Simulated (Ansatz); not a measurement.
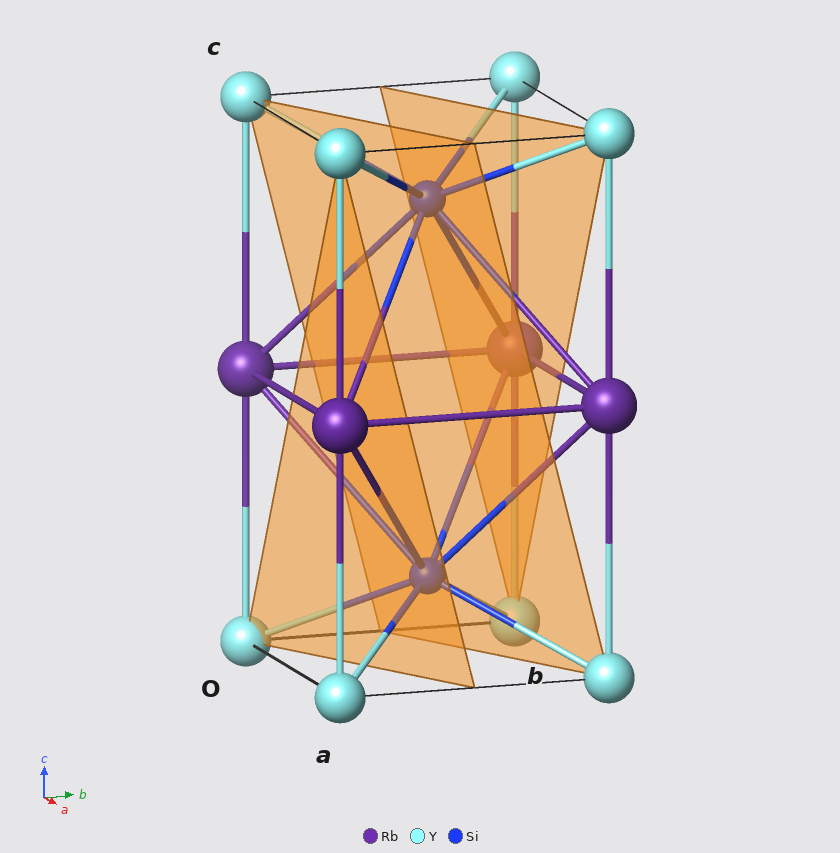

For RbYSi2, coordinates from a relaxation with DFT PBE, scalar-relativistic, plane waves, PAW (Ansatz 0.2.0); the starting structure was generated, so it need not be a known form of this composition: every member of one family of equally spaced planes, hx + ky + lz = a whole number, that cuts the unit cell is shaded (one member passes through the origin O). Geometry calculated from the standardised cell; symmetry tolerance 0.002 Å.

a = 3.887 Å, b = 3.887 Å, c = 7.594 Å, α = 90.00°, β = 90.00°, γ = 90.00°.

Q: Index the planes.

A: (1 −2 −1); the opposite sign names the same planes. The member next to the origin meets the axes a at 1, b at −1/2, c at −1.

Q: What is the spacing?

A: d = 1.695 Å.

Q: Which atoms of the cell lie in these planes (within 0.03 Å)?

A: The Y atom.

Q: The space group is P4/mmm, No. 123. How many reflections hkl are equivalent to this one (itself included), and does it occur?

A: 16 reflections are equivalent in the Laue class 4/mmm. The space group allows the reflection.
